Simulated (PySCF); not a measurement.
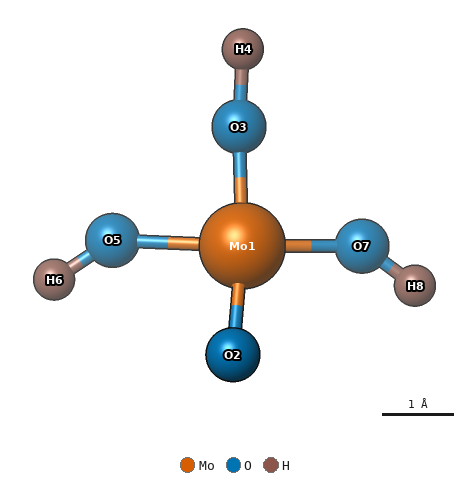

The starting structure (ball-and-stick view, seen on its broad side; atoms are numbered from 1 in the order of the input). Sticks mark near contacts. Bond lengths as drawn: H–O 0.93 to 1.09 Å and Mo–O 1.67 to 1.89 Å.

## Geometry relaxation of MoH3O4

System: MoH3O4 (MoO(OH)3), multiplicity 2, SMILES [O]=[Mo]([OH])([OH])[OH].
Method: PBE0-D3(BJ)/def2-SVP geometry optimisation, gas phase (PySCF 2.14.0).

It belongs to a series of runs on one base structure; here: ligand: Cl to OH.

The program's output:
```
step   0  E = -370.35974822  max force = 0.221498
step   1  E = -370.41653080  max force = 0.046425
step   2  E = -370.42548152  max force = 0.030713
step   3  E = -370.42980294  max force = 0.104546
step   4  E = -370.44921237  max force = 0.030484
step   5  E = -370.45320552  max force = 0.014032
step   6  E = -370.45552360  max force = 0.013704
step   7  E = -370.45748430  max force = 0.016232
step   8  E = -370.45835830  max force = 0.007991
step   9  E = -370.45878533  max force = 0.004001
step  10  E = -370.45914845  max force = 0.006891
step  11  E = -370.45975717  max force = 0.006704
step  12  E = -370.46026395  max force = 0.006910
step  13  E = -370.46090700  max force = 0.005427
step  14  E = -370.46149441  max force = 0.005667
step  15  E = -370.46285761  max force = 0.012946
step  16  E = -370.46419854  max force = 0.013465
step  17  E = -370.46493317  max force = 0.004642
step  18  E = -370.46462406  max force = 0.010695
step  19  E = -370.46529897  max force = 0.002618
step  20  E = -370.46543311  max force = 0.001494
step  21  E = -370.46549403  max force = 0.001095
step  22  E = -370.46550856  max force = 0.000636
step  23  E = -370.46552019  max force = 0.000433
optimisation converged
```

Trajectory as extended XYZ (Å, eV, eV/Å), 24 frames, from step=0 to step=23:
```
8
Properties=species:S:1:pos:R:3:forces:R:3 step=0 energy=-10078.00208
Mo   -0.1128   -0.1215    0.2451   -6.4784   3.6869   2.9253
O    -1.2625   -0.3288    1.4361   -1.0298  -0.3974   2.3594
O     1.2749    0.3239   -0.6307   11.3899   2.7802  -5.5662
H     2.2599    0.5452   -1.0528   -4.0746  -0.7286   1.9112
O    -0.6884    1.6349   -0.1265   -1.1925   2.0089  -0.0051
H    -1.3895    2.2951    0.1206    0.8207  -1.5799  -0.3359
O     0.1819   -1.7861   -0.1284    1.3467  -4.2373  -1.5247
H    -0.1254   -2.6483    0.0530   -0.7820  -1.5328   0.2359
8
Properties=species:S:1:pos:R:3:forces:R:3 step=1 energy=-10079.54721
Mo   -0.1336   -0.0852    0.2515   -1.8434   0.7948   0.7211
O    -1.2394   -0.3233    1.5387    1.3986   0.2601  -0.6498
O     1.4096    0.3895   -0.6850    2.3873   0.2198  -0.7457
H     2.3216    0.6073   -1.0357   -1.8027  -0.3762   0.9638
O    -0.7298    1.6732   -0.1613    0.0446  -0.1553  -0.0131
H    -1.4339    2.2798    0.1059   -0.0842  -0.6007  -0.0008
O     0.1392   -1.8775   -0.1509    0.3291  -0.0263  -0.3611
H    -0.1954   -2.7494    0.0530   -0.4293  -0.1163   0.0857
8
Properties=species:S:1:pos:R:3:forces:R:3 step=2 energy=-10079.79077
Mo   -0.1130   -0.0318    0.2163   -0.2571   0.3104  -0.1840
O    -1.1084   -0.1494    1.5656    0.6832  -0.5682   0.5414
O     1.5012    0.3342   -0.6912   -1.5793   0.0101   0.5461
H     2.3849    0.4923   -0.9497    1.4165   0.3073  -0.0848
O    -0.8432    1.6462   -0.1777    0.5461   0.2860  -0.9019
H    -1.5833    2.1430    0.1731   -0.3280  -0.2428   0.1132
O     0.1335   -1.8318   -0.2309   -0.1719  -0.3161  -0.0254
H    -0.2335   -2.6885    0.0108   -0.3094   0.2132  -0.0045
8
Properties=species:S:1:pos:R:3:forces:R:3 step=3 energy=-10079.90836
Mo   -0.1080   -0.0134    0.2294    2.4519  -1.0511  -1.9859
O    -0.7991   -0.3293    1.6851   -0.7354   0.3048   2.0958
O     1.5070    0.4418   -0.6635   -5.3760  -1.5464   1.0705
H     2.3556    0.6481   -0.8151    4.9666   1.1447  -0.4958
O    -0.8071    1.5961   -0.3307   -0.4892   0.6136  -0.3639
H    -1.5781    2.0243    0.0233   -0.7218   0.2845   0.1885
O     0.0162   -1.8290   -0.2575   -0.0602  -0.2878  -0.4330
H    -0.4483   -2.6242    0.0453   -0.0359   0.5378  -0.0761
8
Properties=species:S:1:pos:R:3:forces:R:3 step=4 energy=-10080.43652
Mo   -0.0467    0.0259    0.1691    1.5675  -0.5680  -0.7737
O    -0.5657   -0.1911    1.7281   -0.2421   0.1392   0.9926
O     1.6092    0.3931   -0.6678   -0.6086  -0.0076  -0.1421
H     2.5525    0.5767   -0.7180   -0.2150  -0.0622   0.3995
O    -0.9839    1.5478   -0.3691   -0.0978   0.1864  -0.2807
H    -1.7623    1.8631    0.0917   -0.2988   0.0926   0.0693
O    -0.0767   -1.7878   -0.3507   -0.0807  -0.1515  -0.1822
H    -0.5881   -2.5133    0.0329   -0.0244   0.3711  -0.0826
8
Properties=species:S:1:pos:R:3:forces:R:3 step=5 energy=-10080.54518
Mo    0.0349    0.0460    0.1423    0.6441   0.2626   0.6595
O    -0.2487   -0.0247    1.7969   -0.1799  -0.2709  -0.3735
O     1.6923    0.3503   -0.6645   -0.7112   0.0455  -0.7215
H     2.6251    0.5051   -0.5360    0.2421   0.0742   0.3896
O    -1.1070    1.4534   -0.4114    0.1224  -0.0858  -0.0081
H    -1.8943    1.6598    0.1065    0.0240   0.0319  -0.0926
O    -0.1840   -1.7275   -0.4750   -0.0585  -0.0642   0.2134
H    -0.7801   -2.3481   -0.0425   -0.0830   0.0066  -0.0667
8
Properties=species:S:1:pos:R:3:forces:R:3 step=6 energy=-10080.60826
Mo    0.0311   -0.0015    0.2149   -0.1615   0.3605   0.4623
O    -0.3216   -0.1266    1.8615    0.0483  -0.0268  -0.7047
O     1.6097    0.3797   -0.6818    0.5001   0.1528  -0.4240
H     2.5448    0.5792   -0.5307   -0.3849  -0.0701   0.2133
O    -0.9927    1.4774   -0.4144    0.0292  -0.3407   0.3925
H    -1.8146    1.7462    0.0187    0.1310  -0.0895  -0.1161
O    -0.1467   -1.7556   -0.4610    0.0056   0.1019   0.1784
H    -0.7717   -2.3844   -0.0910   -0.1679  -0.0881  -0.0017
8
Properties=species:S:1:pos:R:3:forces:R:3 step=7 energy=-10080.66161
Mo    0.0813    0.0145    0.1730   -0.7232  -0.2101   0.1789
O    -0.2960   -0.1375    1.7985    0.1506   0.0457   0.1072
O     1.6415    0.4008   -0.7529    0.8347   0.2062  -0.2598
H     2.5510    0.6015   -0.4832   -0.3541  -0.0662  -0.0028
O    -1.0106    1.4491   -0.3887    0.0433   0.0054   0.0554
H    -1.8324    1.6727    0.0637    0.0288  -0.0502  -0.0567
O    -0.1649   -1.7550   -0.4403    0.0965   0.0627   0.0136
H    -0.8317   -2.3319   -0.0539   -0.0766   0.0065  -0.0357
8
Properties=species:S:1:pos:R:3:forces:R:3 step=8 energy=-10080.68539
Mo    0.0960    0.0124    0.1814   -0.1113  -0.1785  -0.2867
O    -0.1925   -0.1290    1.8195   -0.0026  -0.0215   0.3694
O     1.6520    0.4130   -0.7737    0.4109   0.0630  -0.0968
H     2.5226    0.6153   -0.4054   -0.1118  -0.0082  -0.0459
O    -1.0104    1.4166   -0.3972   -0.0687   0.1548   0.0537
H    -1.8456    1.6058    0.0413   -0.1080   0.0369  -0.0308
O    -0.1870   -1.7407   -0.4594    0.0101  -0.0446   0.1427
H    -0.8967   -2.2791   -0.0900   -0.0186  -0.0019  -0.1057
8
Properties=species:S:1:pos:R:3:forces:R:3 step=9 energy=-10080.69701
Mo    0.1097    0.0127    0.1764   -0.1029   0.0618  -0.0765
O    -0.1384   -0.1266    1.8266    0.0462  -0.0136  -0.0032
O     1.6739    0.4149   -0.7885   -0.1455  -0.0679  -0.0606
H     2.5179    0.6151   -0.3751    0.2057   0.0697   0.0498
O    -1.0267    1.4104   -0.3845    0.0341   0.0041   0.1140
H    -1.8751    1.5794    0.0394   -0.0340   0.0078  -0.0492
O    -0.1916   -1.7369   -0.4584    0.0148  -0.0527   0.1356
H    -0.9314   -2.2546   -0.1197   -0.0185  -0.0093  -0.1099
8
Properties=species:S:1:pos:R:3:forces:R:3 step=10 energy=-10080.70689
Mo    0.1113    0.0112    0.1841    0.1065   0.1050  -0.0874
O    -0.1045   -0.1344    1.8390    0.0261   0.0032  -0.1038
O     1.6802    0.4201   -0.7904   -0.3543  -0.1272   0.0385
H     2.5192    0.6280   -0.3700    0.1910   0.0643   0.0602
O    -1.0303    1.4109   -0.3615    0.0334  -0.0382   0.1251
H    -1.8967    1.5697    0.0294   -0.0047  -0.0070  -0.0501
O    -0.1865   -1.7396   -0.4468    0.0169  -0.0090   0.1116
H    -0.9544   -2.2516   -0.1674   -0.0149   0.0088  -0.0940
8
Properties=species:S:1:pos:R:3:forces:R:3 step=11 energy=-10080.72346
Mo    0.1236    0.0059    0.2083    0.2430   0.0461  -0.0853
O    -0.0243   -0.1493    1.8703    0.0021   0.0552  -0.1916
O     1.6858    0.4254   -0.7923   -0.3447  -0.1056   0.2525
H     2.5121    0.6529   -0.3480    0.0349   0.0099  -0.0476
O    -1.0319    1.4062   -0.2978    0.0368  -0.0609   0.1045
H    -1.9378    1.5398    0.0019    0.0207  -0.0413  -0.0396
O    -0.1821   -1.7416   -0.4216    0.0410   0.0732   0.0554
H    -1.0072   -2.2250   -0.3044   -0.0336   0.0234  -0.0483
8
Properties=species:S:1:pos:R:3:forces:R:3 step=12 energy=-10080.73725
Mo    0.1316   -0.0004    0.2405    0.3553  -0.0040  -0.0690
O     0.0364   -0.1475    1.9059   -0.0331   0.0504  -0.1600
O     1.6866    0.4170   -0.7743   -0.2455  -0.0089   0.2771
H     2.5195    0.6631   -0.3470   -0.1016  -0.0490  -0.0802
O    -1.0346    1.3985   -0.2289    0.0415  -0.0105   0.0528
H    -1.9698    1.5093   -0.0287    0.0082  -0.0740  -0.0267
O    -0.1910   -1.7380   -0.3978    0.0319   0.0561   0.0255
H    -1.0405   -2.1878   -0.4534   -0.0568   0.0399  -0.0196
8
Properties=species:S:1:pos:R:3:forces:R:3 step=13 energy=-10080.75475
Mo    0.1544   -0.0187    0.2943    0.2402  -0.0510  -0.0857
O     0.1389   -0.1439    1.9618   -0.0393   0.0011  -0.0606
O     1.6824    0.4002   -0.7487    0.0261   0.1749   0.2791
H     2.5110    0.6696   -0.3215   -0.1757  -0.1086  -0.1629
O    -1.0352    1.3713   -0.1188    0.0521   0.1153  -0.0268
H    -1.9941    1.4446   -0.0856   -0.0223  -0.1387  -0.0100
O    -0.2422   -1.7239   -0.3746    0.0030  -0.0602   0.0835
H    -1.0768   -2.0850   -0.6905   -0.0842   0.0672  -0.0166
8
Properties=species:S:1:pos:R:3:forces:R:3 step=14 energy=-10080.77073
Mo    0.1768   -0.0297    0.3310    0.1114  -0.0903   0.0200
O     0.2094   -0.1311    1.9969   -0.0359  -0.0658   0.0757
O     1.6859    0.3883   -0.7190    0.2523   0.2914   0.1110
H     2.5246    0.6663   -0.3184   -0.1754  -0.1256  -0.1515
O    -1.0471    1.3378   -0.0408    0.0197   0.2511  -0.1224
H    -2.0048    1.3565   -0.1327   -0.0491  -0.1766   0.0070
O    -0.3107   -1.7021   -0.3557   -0.0549  -0.1852   0.0625
H    -1.0959   -1.9716   -0.8450   -0.0681   0.1011  -0.0023
8
Properties=species:S:1:pos:R:3:forces:R:3 step=15 energy=-10080.80782
Mo    0.2232   -0.0318    0.3676   -0.2963  -0.1113   0.2924
O     0.2658   -0.1063    2.0299    0.0407  -0.1273   0.3216
O     1.7077    0.3915   -0.6703    0.6657   0.3581  -0.2949
H     2.5743    0.6580   -0.3351   -0.0671  -0.0764  -0.0759
O    -1.0698    1.2760    0.0034   -0.0807   0.2447  -0.2414
H    -2.0017    1.1432   -0.2030   -0.0641  -0.1295   0.0261
O    -0.4054   -1.6522   -0.3389   -0.1944  -0.2213  -0.0728
H    -1.1558   -1.7641   -0.9373   -0.0039   0.0630   0.0448
8
Properties=species:S:1:pos:R:3:forces:R:3 step=16 energy=-10080.84431
Mo    0.2771   -0.0145    0.3967   -0.4901  -0.0349   0.2476
O     0.3385   -0.0598    2.0554    0.0449  -0.1460   0.4581
O     1.7574    0.4138   -0.6202    0.6924   0.2536  -0.5089
H     2.6479    0.6423   -0.3377    0.1230   0.0201   0.0077
O    -1.1252    1.1697   -0.0278   -0.0590  -0.0269  -0.1885
H    -1.9800    0.7975   -0.2814   -0.1279   0.0492   0.0164
O    -0.5118   -1.5647   -0.3333   -0.2193  -0.0184  -0.0921
H    -1.2658   -1.4700   -0.9353    0.0361  -0.0967   0.0596
8
Properties=species:S:1:pos:R:3:forces:R:3 step=17 energy=-10080.86430
Mo    0.2747   -0.0015    0.3765   -0.0016  -0.0564   0.1474
O     0.3058   -0.0714    2.0399    0.0215  -0.0577   0.1359
O     1.7758    0.4373   -0.6419    0.2290   0.1334  -0.2227
H     2.6619    0.6606   -0.3420    0.1193   0.0115   0.0334
O    -1.1186    1.1797   -0.0882   -0.1190  -0.0939  -0.0658
H    -2.0040    0.8228   -0.2408   -0.0699   0.0735  -0.0301
O    -0.4623   -1.5803   -0.3474   -0.2387   0.0801   0.0182
H    -1.2951   -1.5330   -0.8398    0.0594  -0.0904  -0.0163
8
Properties=species:S:1:pos:R:3:forces:R:3 step=18 energy=-10080.85589
Mo    0.2913    0.0123    0.3825    0.3724   0.1469  -0.2048
O     0.4167   -0.0523    2.0455   -0.1215  -0.0421  -0.2765
O     1.8253    0.4512   -0.6594   -0.5500  -0.0874   0.3499
H     2.6955    0.6603   -0.2988   -0.0106  -0.0167  -0.0141
O    -1.1869    1.1044   -0.0582    0.1197   0.0643  -0.0204
H    -2.0537    0.7250   -0.2655    0.0831  -0.0191   0.0632
O    -0.5427   -1.5267   -0.3203    0.1327  -0.0809   0.0376
H    -1.3073   -1.4599   -0.9096   -0.0258   0.0349   0.0652
8
Properties=species:S:1:pos:R:3:forces:R:3 step=19 energy=-10080.87426
Mo    0.2836    0.0015    0.3868    0.0957   0.0192  -0.0600
O     0.3654   -0.0798    2.0492   -0.0155  -0.0182  -0.0473
O     1.7926    0.4515   -0.6529   -0.1192   0.0227   0.1346
H     2.6690    0.6711   -0.3150    0.0101  -0.0184  -0.0259
O    -1.1538    1.1412   -0.0532    0.0348   0.0223  -0.0606
H    -2.0269    0.7850   -0.2684   -0.0047  -0.0162   0.0340
O    -0.5129   -1.5552   -0.3206    0.0187  -0.0151  -0.0228
H    -1.2787   -1.5010   -0.9096   -0.0200   0.0037   0.0479
8
Properties=species:S:1:pos:R:3:forces:R:3 step=20 energy=-10080.87791
Mo    0.2935    0.0139    0.3728   -0.0649  -0.0508  -0.0108
O     0.3444   -0.0664    2.0356    0.0276  -0.0087   0.0015
O     1.8064    0.4669   -0.6447    0.0397   0.0494   0.0045
H     2.6945    0.6737   -0.3308   -0.0070  -0.0128  -0.0064
O    -1.1574    1.1286   -0.0975    0.0163  -0.0637  -0.0097
H    -2.0271    0.7319   -0.2485   -0.0120   0.0529  -0.0144
O    -0.4969   -1.5502   -0.3322   -0.0126   0.0768   0.0427
H    -1.3192   -1.4841   -0.8385    0.0130  -0.0431  -0.0075
8
Properties=species:S:1:pos:R:3:forces:R:3 step=21 energy=-10080.87956
Mo    0.2870    0.0087    0.3755    0.0314  -0.0157  -0.0563
O     0.3450   -0.0778    2.0381   -0.0065   0.0040  -0.0126
O     1.7991    0.4682   -0.6460   -0.0053   0.0372   0.0427
H     2.6850    0.6791   -0.3275   -0.0225  -0.0209  -0.0092
O    -1.1500    1.1401   -0.0960    0.0079  -0.0441   0.0127
H    -2.0331    0.7771   -0.2512    0.0082   0.0133  -0.0078
O    -0.4879   -1.5601   -0.3314   -0.0162   0.0340   0.0311
H    -1.3067   -1.5209   -0.8451    0.0030  -0.0077  -0.0006
8
Properties=species:S:1:pos:R:3:forces:R:3 step=22 energy=-10080.87996
Mo    0.2882    0.0094    0.3740    0.0156  -0.0235   0.0005
O     0.3446   -0.0764    2.0369    0.0061   0.0037  -0.0218
O     1.8006    0.4708   -0.6453   -0.0069   0.0327   0.0263
H     2.6866    0.6793   -0.3268   -0.0079  -0.0156  -0.0051
O    -1.1515    1.1367   -0.0935    0.0048  -0.0072  -0.0073
H    -2.0332    0.7732   -0.2537   -0.0026   0.0028  -0.0063
O    -0.4907   -1.5586   -0.3283   -0.0090   0.0109   0.0105
H    -1.3064   -1.5200   -0.8470   -0.0002  -0.0037   0.0032
8
Properties=species:S:1:pos:R:3:forces:R:3 step=23 energy=-10080.88028
Mo    0.2895    0.0085    0.3755   -0.0051  -0.0149  -0.0049
O     0.3463   -0.0774    2.0379    0.0029   0.0021   0.0093
O     1.8000    0.4778   -0.6400    0.0066   0.0223  -0.0041
H     2.6875    0.6820   -0.3241    0.0110  -0.0077   0.0028
O    -1.1510    1.1309   -0.0968   -0.0055   0.0181  -0.0019
H    -2.0307    0.7658   -0.2638   -0.0068  -0.0027  -0.0058
O    -0.4940   -1.5566   -0.3266   -0.0053  -0.0162  -0.0018
H    -1.3093   -1.5167   -0.8458    0.0022  -0.0010   0.0064
```

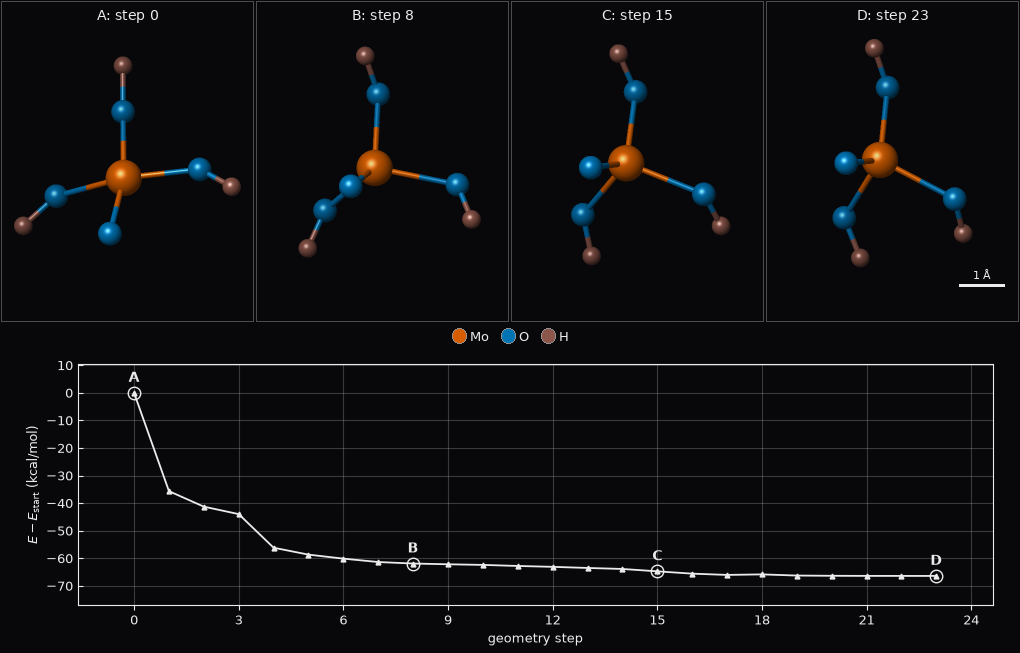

Frames of the relaxation (ball-and-stick view, seen at a tilt) above the curves, on which the letters mark them (steps are counted from 0).

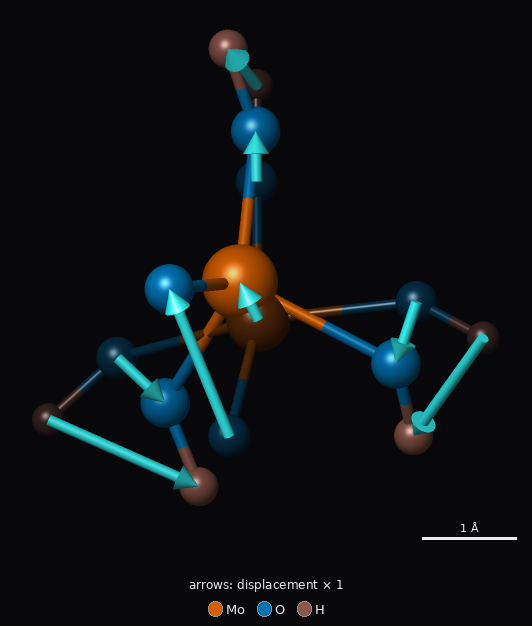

Start (faint) and end (solid) with the displacements as teal arrows, at true length (ball-and-stick view, seen at a tilt). The two geometries are laid on each other by the best rigid fit. The energy falls by 66.4 kcal/mol in 23 geometry steps. Largest force component: 11 eV/Å at the start, 0.022 eV/Å at the end. O2 moves most after the best rigid fit: 1.77 Å. Largest moves by element: O 1.77 Å, H 1.76 Å, Mo 0.46 Å. Distances before and after: Mo1–O3 1.700 → 1.880 Å, Mo1–O7 1.731 → 1.886 Å, O3–H4 1.094 → 0.964 Å, O7–H8 0.933 → 0.967 Å. Among the angles that change: O5–Mo1–O7 154.9° → 94.8°, O2–Mo1–O3 164.3° → 121.6°, Mo1–O3–H4 170.5° → 128.0°. (Atoms are counted from 1 in the order of the input.)

The run was set up as follows.

The input:
```
{"job": {"xc": "PBE0", "basis": "def2-SVP", "d3": "d3bj", "grid": 1, "maxiter": 30, "shake": 0.03, "kind": "geom"}, "charge": 0, "multiplicity": 2}
Mo    -0.112760    -0.121500     0.245080
O     -1.262470    -0.328780     1.436070
O      1.274920     0.323870    -0.630740
H      2.259890     0.545160    -1.052840
O     -0.688380     1.634860    -0.126510
H     -1.389480     2.295080     0.120600
O      0.181900    -1.786080    -0.128370
H     -0.125380    -2.648290     0.053010
```

The first line tells a small driver script what to run in PySCF; the rest is the geometry in Å.

Launched with:
```bash
OMP_NUM_THREADS=1 python <driver script> task.json out
```

Summary:

- outcome: converged
- total energy: −370.465520 hartree
- ⟨S²⟩: 0.754
- dipole moment: 1.62 D
- point group: C1
- hardware: 1 CPU thread, shared host
- wall time: 3.6 min
- peak memory: 0.43 GiB
